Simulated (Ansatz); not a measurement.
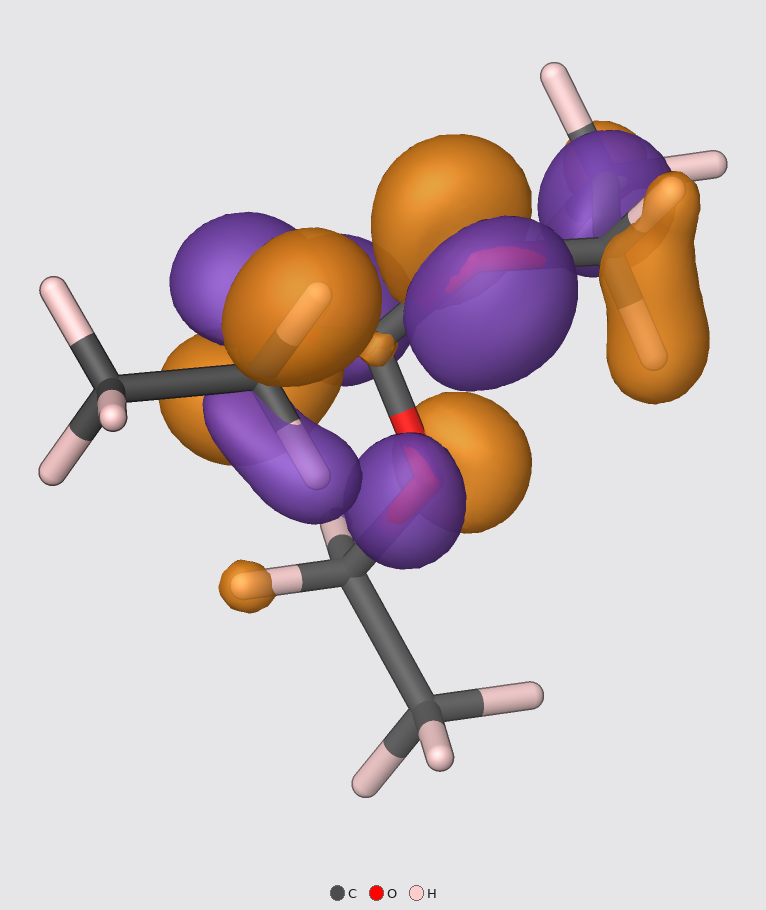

Figure 1: C7H16O3. The HOMO at ±0.1 Å⁻³ᐟ² (orange and purple are the two phases), seen at an oblique angle.

Geometry: PBE0-D4/def2-TZVP.

All numbers below come from RKS PBE0-D4/def2-TZVPP (Ansatz).

```yaml
atoms:
  - { symbol: C, position_ang: [0.4289, -0.6780, 3.5004] }
  - { symbol: C, position_ang: [-0.1453, -0.0120, 2.2771] }
  - { symbol: O, position_ang: [-0.1369, -0.9685, 1.2221] }
  - { symbol: C, position_ang: [-0.4172, -0.4725, -0.0302] }
  - { symbol: O, position_ang: [0.5307, 0.4490, -0.4803] }
  - { symbol: C, position_ang: [1.7900, -0.1267, -0.7641] }
  - { symbol: C, position_ang: [2.6810, 0.9401, -1.3454] }
  - { symbol: O, position_ang: [-1.6437, 0.1586, -0.0017] }
  - { symbol: C, position_ang: [-2.0960, 0.7085, -1.2283] }
  - { symbol: C, position_ang: [-2.3917, -0.3329, -2.2872] }
  - { symbol: H, position_ang: [-0.1603, -1.5555, 3.7743] }
  - { symbol: H, position_ang: [1.4577, -0.9989, 3.3241] }
  - { symbol: H, position_ang: [0.4241, 0.0162, 4.3437] }
  - { symbol: H, position_ang: [-1.1704, 0.3243, 2.4568] }
  - { symbol: H, position_ang: [0.4483, 0.8614, 1.9877] }
  - { symbol: H, position_ang: [-0.4151, -1.3521, -0.6929] }
  - { symbol: H, position_ang: [2.2256, -0.5450, 0.1510] }
  - { symbol: H, position_ang: [1.6640, -0.9576, -1.4740] }
  - { symbol: H, position_ang: [2.2529, 1.3445, -2.2648] }
  - { symbol: H, position_ang: [2.8090, 1.7614, -0.6375] }
  - { symbol: H, position_ang: [3.6656, 0.5270, -1.5747] }
  - { symbol: H, position_ang: [-1.3702, 1.4397, -1.5958] }
  - { symbol: H, position_ang: [-3.0097, 1.2445, -0.9646] }
  - { symbol: H, position_ang: [-1.4852, -0.8277, -2.6422] }
  - { symbol: H, position_ang: [-3.0748, -1.0940, -1.9039] }
  - { symbol: H, position_ang: [-2.8612, 0.1461, -3.1498] }
```

Where does this orbital lie, and at what energy?

Answer. It lies mainly on O8 (about 30 %), O3 (about 20 %), O5 (about 10 %) and C4 (about 5 %). Its energy is −7.70 eV.
